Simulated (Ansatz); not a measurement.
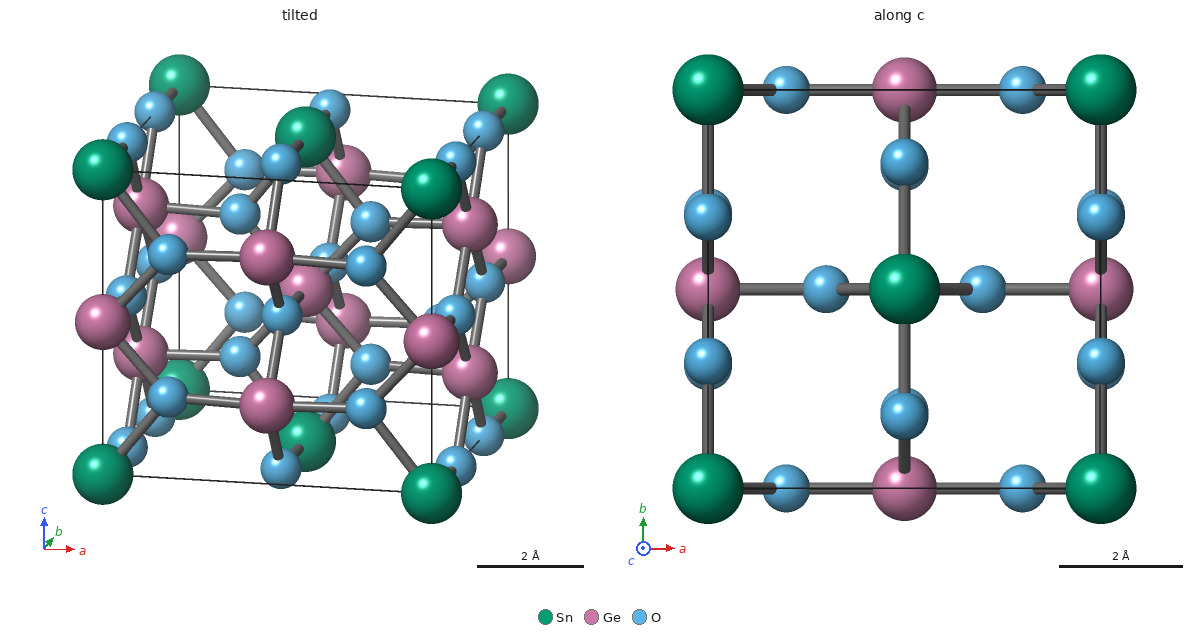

The crystal in a ball-and-stick representation, seen slightly off an axis and along the c axis. Lines trace the edges of the conventional unit cell.

SnGe3O8, space group Cmmm (No. 65), a = 6.419 Å, b = 6.512 Å, c = 5.993 Å, α = 90.00°, β = 90.00°, γ = 90.00°. The initial geometry was a structure type filled with these elements by a generator (whether the compound takes this form wasn't checked). Earlier steps of the study, as a rule a relaxation of our own, may have changed the cell and positions, so they can lie some per cent off the listed ones. Ansatz was used for an electronic-structure calculation on it.

This one geometry was computed with Ansatz (DFT, plane waves, PAW) at three levels of theory: r2SCAN, PBE and LDA.

Which level gives the highest pressure at this volume, and what does that say about its equilibrium volume?

Answer. Highest: PBE (0.0 GPa), which points to the largest equilibrium volume. Lowest, with the smallest volume: LDA (-12.8 GPa). Levels within 0.5 GPa of each other can't be told apart.

How does the band gap change with the level of theory?

Answer. LDA: a gap of 0.76 eV, direct; PBE: a gap of 0.88 eV, direct; r2SCAN: a gap of 1.53 eV, direct.

Collect the results in a table.

Answer.
| level | cutoff (eV) | k-mesh of the run's cell | gap (eV) | pressure (GPa) |
| --- | --- | --- | --- | --- |
| r2SCAN | 500 | 6×6×6 | 1.53 | -9.8 |
| PBE | 420 | 6×6×6 | 0.88 | 0.0 |
| LDA | 420 | 6×6×6 | 0.76 | -12.8 |

Gaps are taken on the k-mesh or band path of each run.
